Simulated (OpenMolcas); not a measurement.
# Excited-state calculation of InHCl$_{2}$ (part 2 of 3)

Continued. System: InHCl$_{2}$, SMILES [Cl][InH][Cl]. Method: CASSCF/ANO-RCC-VDZ, DKH2 (OpenMolcas 26.06). The geometry comes from this level: PBE0-D4/def2-TZVP.

Geometry of the input (Å):
```
Cl -1.8073  0.7088  -0.9926
In 0.1497  0.1322  0.0956
Cl 0.5380  -2.1460  0.0198
H  1.1752  1.2446  0.8569
```

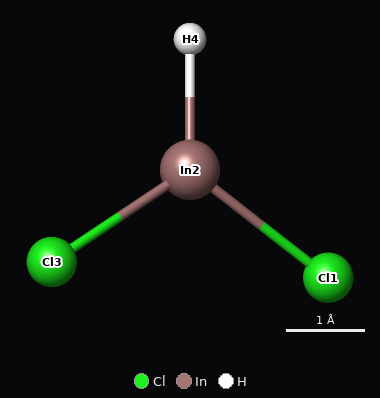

**Figure 1.** The structure (ball-and-stick view, seen at a tilt; atoms are numbered from 1 in the order of the input). Sticks mark near contacts.

Output, continued:
```
      NBO located      1.000 non-bonded electrons on atom CL3
      The remaining    4.109 electrons are to be considered as diffuse
--

--

      Von Neumann Entropy (Root   2) =  1.00000

      Mulliken population analysis for root number:  2
      -----------------------------------------------

++    Molecular charges:
      ------------------

      Mulliken charges per centre
      ---------------------------

                CL1     IN2     CL3     H4
      Total   17.1784 48.6305 17.1781  1.0130

      N-E     -0.1784  0.3695 -0.1781 -0.0130

      Total electronic charge=   84.000000

      Total            charge=   -0.000000
--

      Expectation values of various properties for root number:  2
      -----------------------------------------------------------

++    Molecular properties:
      ---------------------

      Charge (e):
                      =   -0.0000
      Dipole Moment (debye):
      Origin of the operator (angstrom)=   -0.1399   -0.1819   -0.1193
                   X= -2.0461E-01               Y= -2.2493E-01               Z= -1.4890E-01           Total=  3.3858E-01
      Quadrupole Moment (debye*angstrom):
      Origin of the operator (angstrom)=   -0.1399   -0.1819   -0.1193
                  XX= -5.5996E+01              XY=  2.8912E-01              XZ= -5.1339E-01              YY= -5.6326E+01
                  YZ=  2.2921E-03              ZZ= -5.5375E+01
      In traceless form (debye*angstrom)
                  XX= -1.4491E-01              XY=  4.3368E-01              XZ= -7.7009E-01              YY= -6.4093E-01
                  YZ=  3.4382E-03              ZZ=  7.8585E-01
--

      LoProp population analysis for root number:  2
      -----------------------------------------------

++    LoProp analysis:
      ----------------

++    Static properties:
      ------------------

      LoProp Charges per center

                   CL1      IN2      CL3      H4
      Nuclear     17.0000  49.0000  17.0000   1.0000
      Electronic -17.0713 -48.8288 -17.0710  -1.0289

      Total       -0.0713   0.1712  -0.0710  -0.0289
--

      Natural Bond Order analysis for root number:  2

++    Natural Bond Order analysis
      ---------------------------
      Based on LoProp computed density
      -------------------------------------------------------------------------------------
      Atom A       Atom B       Bond Order
      -------------------------------------------------------------------------------------
      NBO located      1.006 non-bonded electrons on atom CL1
      NBO located      1.000 non-bonded electrons on atom CL1
      NBO located      1.000 non-bonded electrons on atom CL1
      NBO located      1.000 non-bonded electrons on atom CL1
      NBO located      1.000 non-bonded electrons on atom CL1
      NBO located      1.000 non-bonded electrons on atom CL1
      NBO located      1.016 non-bonded electrons on atom IN2
      NBO located      0.993 non-bonded electrons on atom IN2
      NBO located      0.995 non-bonded electrons on atom IN2
      NBO located      0.996 non-bonded electrons on atom IN2
      NBO located      0.996 non-bonded electrons on atom IN2
      NBO located      0.997 non-bonded electrons on atom IN2
      NBO located      0.998 non-bonded electrons on atom IN2
      NBO located      0.999 non-bonded electrons on atom IN2
      NBO located      1.000 non-bonded electrons on atom IN2
      NBO located      1.000 non-bonded electrons on atom IN2
      NBO located      1.000 non-bonded electrons on atom IN2
      NBO located      1.000 non-bonded electrons on atom IN2
      NBO located      1.000 non-bonded electrons on atom IN2
      NBO located      1.000 non-bonded electrons on atom IN2
      NBO located      1.000 non-bonded electrons on atom IN2
      NBO located      1.000 non-bonded electrons on atom IN2
      NBO located      1.000 non-bonded electrons on atom IN2
      NBO located      1.000 non-bonded electrons on atom IN2
      NBO located      1.000 non-bonded electrons on atom IN2
      NBO located      1.000 non-bonded electrons on atom IN2
      NBO located      1.000 non-bonded electrons on atom IN2
      NBO located      1.000 non-bonded electrons on atom IN2
      NBO located      1.000 non-bonded electrons on atom IN2
      NBO located      1.000 non-bonded electrons on atom CL3
      NBO located      1.000 non-bonded electrons on atom CL3
      NBO located      1.000 non-bonded electrons on atom CL3
      NBO located      1.000 non-bonded electrons on atom CL3
      NBO located      1.000 non-bonded electrons on atom CL3
      The remaining    8.331 electrons are to be considered as diffuse
--

--

      Von Neumann Entropy (Root   3) =  0.98651

      Mulliken population analysis for root number:  3
      -----------------------------------------------

++    Molecular charges:
      ------------------

      Mulliken charges per centre
      ---------------------------

                CL1     IN2     CL3     H4
      Total   17.2279 48.5309 17.2282  1.0130

      N-E     -0.2279  0.4691 -0.2282 -0.0130

      Total electronic charge=   84.000000

      Total            charge=   -0.000000
--

      Expectation values of various properties for root number:  3
      -----------------------------------------------------------

++    Molecular properties:
      ---------------------

      Charge (e):
                      =   -0.0000
      Dipole Moment (debye):
      Origin of the operator (angstrom)=   -0.1399   -0.1819   -0.1193
                   X=  1.1786E-01               Y=  1.3388E-01               Z=  9.1253E-02           Total=  2.0036E-01
      Quadrupole Moment (debye*angstrom):
      Origin of the operator (angstrom)=   -0.1399   -0.1819   -0.1193
                  XX= -5.6504E+01              XY=  1.1430E+00              XZ= -1.1650E+00              YY= -5.7370E+01
                  YZ=  2.6527E-01              ZZ= -5.4950E+01
      In traceless form (debye*angstrom)
                  XX= -3.4427E-01              XY=  1.7145E+00              XZ= -1.7475E+00              YY= -1.6431E+00
                  YZ=  3.9791E-01              ZZ=  1.9874E+00
--

      LoProp population analysis for root number:  3
      -----------------------------------------------

++    LoProp analysis:
      ----------------

++    Static properties:
      ------------------

      LoProp Charges per center

                   CL1      IN2      CL3      H4
      Nuclear     17.0000  49.0000  17.0000   1.0000
      Electronic -17.1298 -48.7111 -17.1302  -1.0289

      Total       -0.1298   0.2889  -0.1302  -0.0289
--

      Natural Bond Order analysis for root number:  3

++    Natural Bond Order analysis
      ---------------------------
      Based on LoProp computed density
      -------------------------------------------------------------------------------------
      Atom A       Atom B       Bond Order
      -------------------------------------------------------------------------------------
      NBO located      1.006 non-bonded electrons on atom CL1
      NBO located      1.000 non-bonded electrons on atom CL1
      NBO located      1.000 non-bonded electrons on atom CL1
      NBO located      1.000 non-bonded electrons on atom CL1
      NBO located      1.000 non-bonded electrons on atom CL1
      NBO located      1.000 non-bonded electrons on atom CL1
      NBO located      1.016 non-bonded electrons on atom IN2
      NBO located      0.993 non-bonded electrons on atom IN2
      NBO located      0.995 non-bonded electrons on atom IN2
      NBO located      0.996 non-bonded electrons on atom IN2
      NBO located      0.996 non-bonded electrons on atom IN2
      NBO located      0.997 non-bonded electrons on atom IN2
      NBO located      0.998 non-bonded electrons on atom IN2
      NBO located      0.999 non-bonded electrons on atom IN2
      NBO located      1.000 non-bonded electrons on atom IN2
      NBO located      1.000 non-bonded electrons on atom IN2
      NBO located      1.000 non-bonded electrons on atom IN2
      NBO located      1.000 non-bonded electrons on atom IN2
      NBO located      1.000 non-bonded electrons on atom IN2
      NBO located      1.000 non-bonded electrons on atom IN2
      NBO located      1.000 non-bonded electrons on atom IN2
      NBO located      1.000 non-bonded electrons on atom IN2
      NBO located      1.000 non-bonded electrons on atom IN2
      NBO located      1.000 non-bonded electrons on atom IN2
      NBO located      1.000 non-bonded electrons on atom IN2
      NBO located      1.000 non-bonded electrons on atom IN2
      NBO located      1.000 non-bonded electrons on atom IN2
      NBO located      1.000 non-bonded electrons on atom IN2
      NBO located      1.000 non-bonded electrons on atom IN2
      NBO located      1.019 non-bonded electrons on atom CL3
      NBO located      1.000 non-bonded electrons on atom CL3
      NBO located      1.000 non-bonded electrons on atom CL3
      NBO located      1.000 non-bonded electrons on atom CL3
      NBO located      1.000 non-bonded electrons on atom CL3
      NBO located      1.000 non-bonded electrons on atom CL3
      The remaining    7.248 electrons are to be considered as diffuse
--

--

      Von Neumann Entropy (Root   4) =  0.99997

      Mulliken population analysis for root number:  4
      -----------------------------------------------

++    Molecular charges:
      ------------------

      Mulliken charges per centre
      ---------------------------

                CL1     IN2     CL3     H4
      Total   16.7026 49.5817 16.7026  1.0130

      N-E      0.2974 -0.5817  0.2974 -0.0130

      Total electronic charge=   84.000000

      Total            charge=   -0.000000
--

      Expectation values of various properties for root number:  4
      -----------------------------------------------------------

++    Molecular properties:
      ---------------------

      Charge (e):
                      =   -0.0000
      Dipole Moment (debye):
      Origin of the operator (angstrom)=   -0.1399   -0.1819   -0.1193
                   X= -3.9638E+00               Y= -4.2961E+00               Z= -2.9324E+00           Total=  6.5396E+00
      Quadrupole Moment (debye*angstrom):
      Origin of the operator (angstrom)=   -0.1399   -0.1819   -0.1193
                  XX= -5.3619E+01              XY= -6.8154E+00              XZ=  4.9151E+00              YY= -4.9579E+01
                  YZ= -2.1955E+00              ZZ= -6.0778E+01
      In traceless form (debye*angstrom)
                  XX=  1.5598E+00              XY= -1.0223E+01              XZ=  7.3727E+00              YY=  7.6198E+00
                  YZ= -3.2933E+00              ZZ= -9.1796E+00
--

      LoProp population analysis for root number:  4
      -----------------------------------------------

++    LoProp analysis:
      ----------------

++    Static properties:
      ------------------

      LoProp Charges per center

                   CL1      IN2      CL3      H4
      Nuclear     17.0000  49.0000  17.0000   1.0000
      Electronic -16.6394 -49.6923 -16.6394  -1.0289

      Total        0.3606  -0.6923   0.3606  -0.0289
--

      Natural Bond Order analysis for root number:  4

++    Natural Bond Order analysis
      ---------------------------
      Based on LoProp computed density
      -------------------------------------------------------------------------------------
      Atom A       Atom B       Bond Order
      -------------------------------------------------------------------------------------
      NBO located      1.008 non-bonded electrons on atom CL1
      NBO located      1.000 non-bonded electrons on atom CL1
      NBO located      1.000 non-bonded electrons on atom CL1
      NBO located      1.000 non-bonded electrons on atom CL1
      NBO located      1.000 non-bonded electrons on atom CL1
      NBO located      1.000 non-bonded electrons on atom CL1
      NBO located      1.010 non-bonded electrons on atom IN2
      NBO located      0.993 non-bonded electrons on atom IN2
      NBO located      0.995 non-bonded electrons on atom IN2
      NBO located      0.996 non-bonded electrons on atom IN2
      NBO located      0.996 non-bonded electrons on atom IN2
      NBO located      0.996 non-bonded electrons on atom IN2
      NBO located      0.998 non-bonded electrons on atom IN2
      NBO located      0.999 non-bonded electrons on atom IN2
      NBO located      1.000 non-bonded electrons on atom IN2
      NBO located      1.000 non-bonded electrons on atom IN2
      NBO located      1.000 non-bonded electrons on atom IN2
      NBO located      1.000 non-bonded electrons on atom IN2
      NBO located      1.000 non-bonded electrons on atom IN2
      NBO located      1.000 non-bonded electrons on atom IN2
      NBO located      1.000 non-bonded electrons on atom IN2
      NBO located      1.000 non-bonded electrons on atom IN2
      NBO located      1.000 non-bonded electrons on atom IN2
      NBO located      1.000 non-bonded electrons on atom IN2
      NBO located      1.000 non-bonded electrons on atom IN2
      NBO located      1.000 non-bonded electrons on atom IN2
      NBO located      1.000 non-bonded electrons on atom IN2
      NBO located      1.000 non-bonded electrons on atom IN2
      NBO located      1.000 non-bonded electrons on atom IN2
      NBO located      1.000 non-bonded electrons on atom CL3
      NBO located      1.000 non-bonded electrons on atom CL3
      NBO located      1.000 non-bonded electrons on atom CL3
      NBO located      1.000 non-bonded electrons on atom CL3
      NBO located      1.000 non-bonded electrons on atom CL3
      The remaining    8.132 electrons are to be considered as diffuse
--

--

      Average orbitals are written to the RASORB file
      Natural orbitals for root   1 are written to the RASORB.1 file
      Natural orbitals for root   2 are written to the RASORB.2 file
      Natural orbitals for root   3 are written to the RASORB.3 file
      Natural orbitals for root   4 are written to the RASORB.4 file
      Spin density orbitals for root   1 are written to the SPDORB.1 file
      Spin density orbitals for root   2 are written to the SPDORB.2 file
      Spin density orbitals for root   3 are written to the SPDORB.3 file
      Spin density orbitals for root   4 are written to the SPDORB.4 file

--- Stop Module: rasscf /rc=_RC_ALL_IS_WELL_ ---
           step6.RasOrb.2 step6.RasOrb.3 step6.RasOrb.4 step6.rasscf.h5 step6.SpdOrb.1 step6.SpdOrb.2 step6.SpdOrb.3 step6.SpdOrb.4 xmldump
--- Module rasscf spent 3 seconds ---

--- Start Module: rassi ---

                                               &RASSI

                       available to each process: 1.9 GB of memory, 1 thread

      ********************************************************************************
      *                             General data section                             *
      ********************************************************************************

   Specific data for JOBIPH file JOBIPH
   -------------------------------------

   Header from SEWARD:

   CASSCF title (first line only):
       (No title given)

  STATE IRREP:                1
  SPIN MULTIPLICITY:          1
  ACTIVE ELECTRONS:           4
  MAX RAS1 HOLES:             0
  MAX RAS3 ELECTRONS:         0
  NR OF CONFIG:               6

   The following data are common to all the states:
   ------------------------------------------------
   (note: frozen counts as inactive, deleted as secondary)

      Nr of irreps: 1

                 Total     No./Irrep
      Irrep                  1
                             a

      INACTIVE      40      40
      ACTIVE         3       3
      SECONDARY     16      16
      BASIS         59      59

      RAS1           0       0
      RAS2           3       3
      RAS3           0       0

        MATRIX ELEMENTS WILL BE COMPUTED FOR THE FOLLOWING ONE-ELECTRON OPERATORS, UNLESS ZERO BY SYMMETRY.
   (Herm=Hermitian, Anti=Antihermitian, Sing=Singlet operator, Trip=Triplet operator)
     MLTPL  0   1 (HERMSING)     MLTPL  1   1 (HERMSING)     MLTPL  1   2 (HERMSING)
     MLTPL  1   3 (HERMSING)     MLTPL  2   1 (HERMSING)     MLTPL  2   2 (HERMSING)
     MLTPL  2   3 (HERMSING)     MLTPL  2   4 (HERMSING)     MLTPL  2   5 (HERMSING)
     MLTPL  2   6 (HERMSING)     VELOCITY   1 (ANTISING)     VELOCITY   2 (ANTISING)
     VELOCITY   3 (ANTISING)     ANGMOM     1 (ANTISING)     ANGMOM     2 (ANTISING)
     ANGMOM     3 (ANTISING)     MLTPV  2   1 (ANTISING)     MLTPV  2   2 (ANTISING)
     MLTPV  2   3 (ANTISING)     MLTPV  2   4 (ANTISING)     MLTPV  2   5 (ANTISING)
     MLTPV  2   6 (ANTISING)

       EIGENSTATES OF A SPIN-FREE HAMILTONIAN WILL BE COMPUTED BASED ON:

  A Hamiltonian matrix computed by RASSI.

  Nr of states:                    4

   State:        1   2   3   4
  JobIph:        1   1   1   1
 Root nr:        1   2   3   4

  HAMILTONIAN MATRIX FOR THE ORIGINAL STATES:

  Diagonal, with energies
  -6799.53722265  -6799.30367534  -6799.28234246  -6799.05563418

      OVERLAP MATRIX FOR THE ORIGINAL STATES:

  Diagonal, with elements
      1.00000000      1.00000000      1.00000000      1.00000000

::    RASSI State    1     Total energy:   -6799.53722265016040
::    RASSI State    2     Total energy:   -6799.30367533698882
::    RASSI State    3     Total energy:   -6799.28234246245938
::    RASSI State    4     Total energy:   -6799.05563417735902
```
